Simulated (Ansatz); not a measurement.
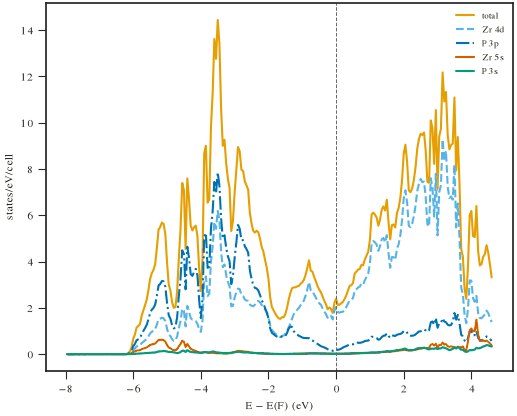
Figure. Total and projected density of states of ZrP in space group P6_3/mmc (No. 194; Zr on 4f, P on 2d, P on 2a), PBEsol in the plane-wave PAW code Ansatz

Task: Which orbitals carry the states next to the Fermi level?

Result: Within 0.5 eV of the Fermi level: Zr 4d 81 %, P 3p 12 %. Projections are on Löwdin-orthogonalised atomic valence shells; empty p or d shells of many metals are not among them.

Task: Where is the tallest occupied peak in this window, and what makes it?

Result: Near -3.5 eV, about 14 states/eV per cell; the largest projected share is P 3p.

The first step of the workflow began from a Materials Project structure, measured or hypothetical; the Crystallography Open Database copy checked does not list it. COD files the formula under space group No. 225. Its standing as an ambient phase is unchecked. Symmetry was held in the PBEsol relaxation; whether a distortion lowers the energy is not shown. The run is not spin-polarised. Scalar-relativistic: spin–orbit coupling is off unless named, which matters more the heavier the elements.

Potentials: the later of the program's two PAW sets.
